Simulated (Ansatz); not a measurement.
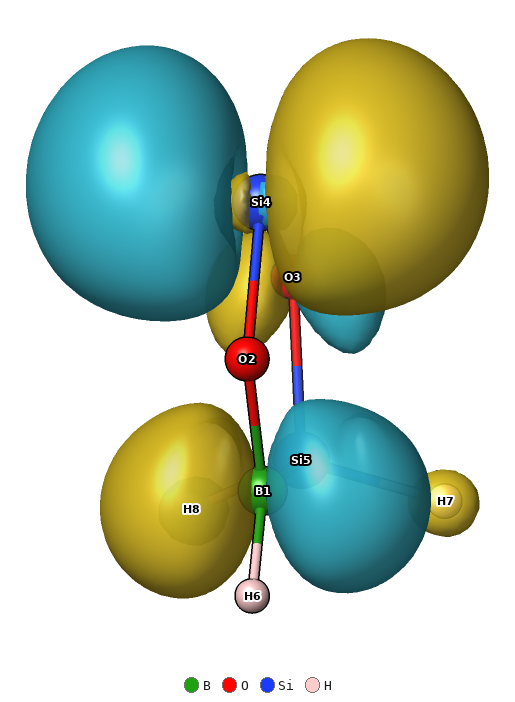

*BH3O2Si2. One frontier orbital at ±0.1 Å⁻³ᐟ² (yellow and cyan are the two phases), seen at an oblique angle.*

Geometry: r2SCAN-D4/def2-SVP.

These are results of isolated molecule in a Gaussian basis; Kohn-Sham density functional theory, functional PBE0 in Ansatz, not measurements.

```xyz
8

B     0.3489   -2.0301   -0.3516
O    -0.8399   -1.6543   -0.9036
O    -0.3993    0.4843    0.4779
Si   -1.5667   -0.1022   -0.5578
Si    0.9729   -0.4893    0.8362
H     0.8103   -3.1151   -0.6226
H     1.0290   -0.7158    2.3120
H     2.2063    0.2533    0.4364
```

### Which orbital is it: HOMO or LUMO?

The LUMO, at −2.16 eV. It lies mainly on Si4 (about 65 %), B1 (about 20 %) and Si5 (about 5 %).
